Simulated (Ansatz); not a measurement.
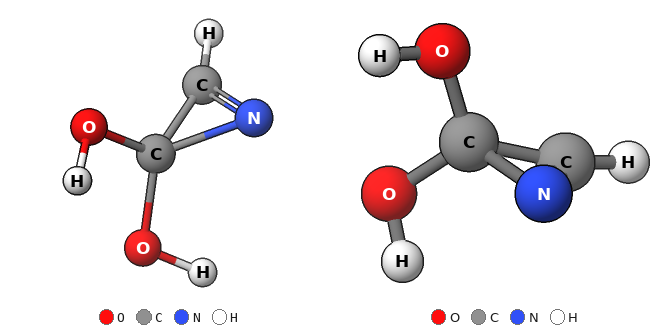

The same structure drawn twice, from different directions.

> What is the molecular formula?

C2H3NO2, 8 atoms: 2 carbon, 3 hydrogen, 1 nitrogen and 2 oxygen.

> Describe its rings.

Independent rings (smallest set): 1 of 3 members.

> What is its SMILES?

OC1(O)C=N1

> How many sets of symmetry-equivalent atoms are there?

8: 1 O, 1 C, 1 O, 1 C, 1 N, 1 H, 1 H, 1 H.

> Name functional groups in it.

Among them: alcohol, imine.

The parts below concern this one geometry. Atoms keep their numbers from picture to picture. The geometry was computed by an optimisation with PBE0-D4/def2-TZVP.

Shape

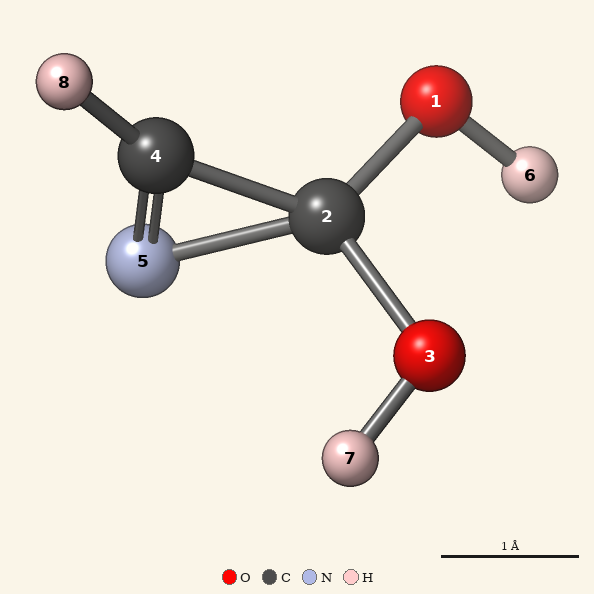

Atoms carry their numbers in the input.

List the bonds and their lengths.

```csv
bond,length (Å),order
O1–C2,1.362,single
O1–H6,0.964,single
C2–O3,1.382,single
C2–C4,1.419,single
C2–N5,1.474,single
O3–H7,0.962,single
C4–N5,1.269,double
C4–H8,1.086,single
```

Thermal motion

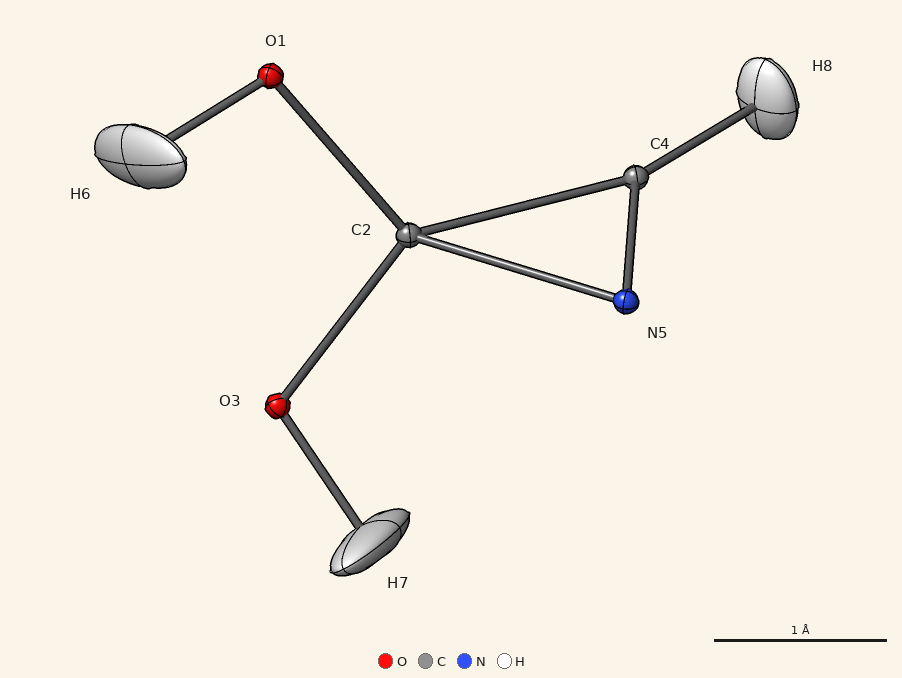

Displacement ellipsoids at the 50 % level, from the internal vibrations of the free molecule (harmonic, no overall translation or rotation; no half-axis is drawn under 0.075 Å). Vibrations computed with RKS PBE0-D4/def2-TZVP (Ansatz 0.2.0). Temperature: 400 K.

> Which atom has the largest mean-square displacement?

H7, with U_eq = 0.0528 Å².

> Does H7 move more along its bond or across it?

Across it: the root-mean-square amplitude is 0.072 Å along the bond and up to 0.368 Å across, since bending and torsion are softer than stretching.

Give the displacement parameters, one line for each set of equivalent atoms.

```tsv
atom	U_eq (Å²)	rms amplitudes (Å)
O1	0.0012	0.030, 0.035, 0.039
C2	0.0014	0.032, 0.038, 0.043
O3	0.0013	0.028, 0.037, 0.041
C4	0.0014	0.025, 0.038, 0.047
N5	0.0016	0.022, 0.044, 0.048
H6	0.0449	0.071, 0.129, 0.336
H7	0.0528	0.071, 0.133, 0.368
H8	0.0187	0.078, 0.137, 0.177
```

Dipole moment

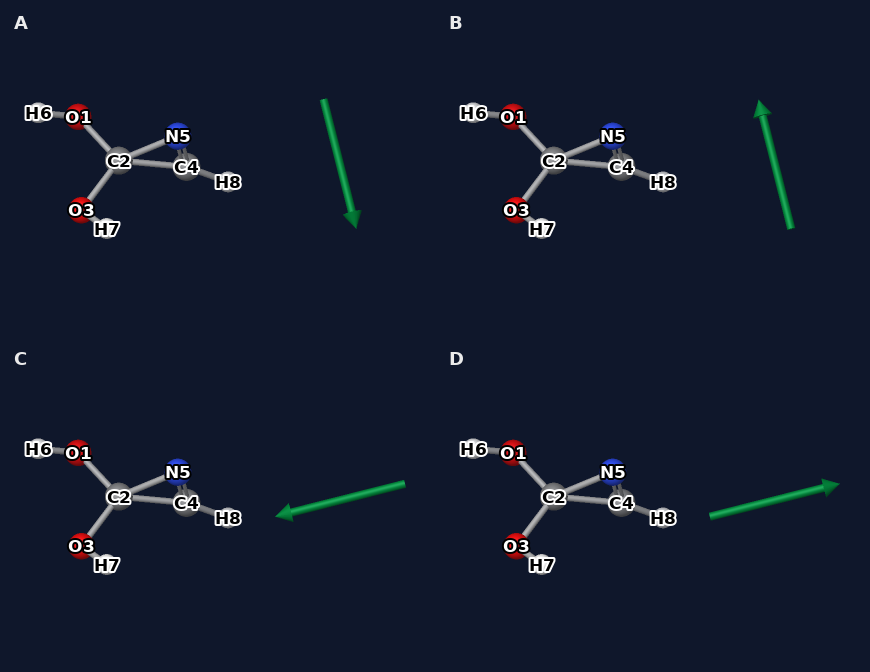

The same molecule four times, each with an arrow. Level of theory: RKS PBE-D4/def2-TZVPP (Ansatz 0.2.0).

> Which arrow points along the dipole moment, from the negative to the positive end?

A. The dipole moment is 1.38 D; it points from the side of H6 to the side of H7 (the outermost atoms at the two ends).

Charges

The questions are on Mulliken charges. Method: RKS B3LYP-D4/def2-TZVPP (Ansatz 0.2.0).

Give the Mulliken charges atom by atom.

```json
{"atom": "O1", "value (e)": "−0.30"}
{"atom": "C2", "value (e)": "0.26"}
{"atom": "O3", "value (e)": "−0.32"}
{"atom": "C4", "value (e)": "−0.02"}
{"atom": "N5", "value (e)": "−0.19"}
{"atom": "H6", "value (e)": "0.20"}
{"atom": "H7", "value (e)": "0.20"}
{"atom": "H8", "value (e)": "0.18"}
```

Mulliken values depend strongly on the basis set and can even reverse the polarity of a bond.
